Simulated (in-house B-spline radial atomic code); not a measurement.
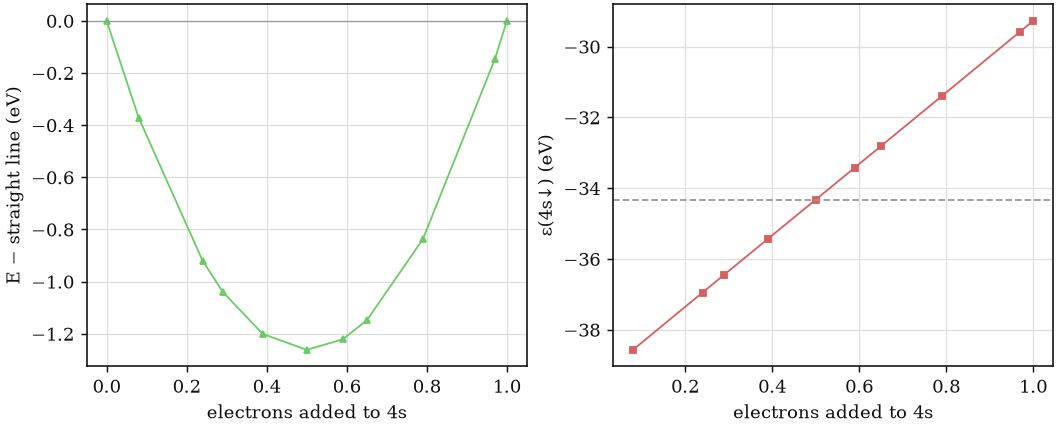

The occupation of the 4s shell is varied from Ge³⁺ ([Ar] 3d10 4s1 (high spin)) to Ge²⁺ ([Ar] 3d10 4s2), with spherical fractional occupations. The plot shows the total energy less the straight line between the end points, and the eigenvalue of 4s↓ (the dashed line is minus the energy to take the whole electron out). The values are computed.

> Was this Hartree-Fock or a semilocal functional, and how does the plot tell?

It was a semilocal functional (LDA, GGA or meta-GGA): scalar-relativistic (spin-free one-electron X2C) PBEsol, spin-polarised, spherical fractional occupations, Fermi nucleus, basis-set limit, computed with an in-house B-spline radial code. The curve is convex (below the straight line), with the largest deviation among the points computed, −1.26 eV, at 0.5. The end points differ by 34.3 eV, the energy to take the electron out. The eigenvalue, which is the slope of the energy (Janak's theorem), moves from −38.6 eV at 0.08 to −29.3 eV at 1; for a straight line it would stay constant, and a parabola would sag by an eighth of this change, scaled to a whole electron, 1.26 eV. Convexity is the delocalisation error: fractional charges are too low in energy. For an s shell Hartree-Fock would as a rule bend the other way.
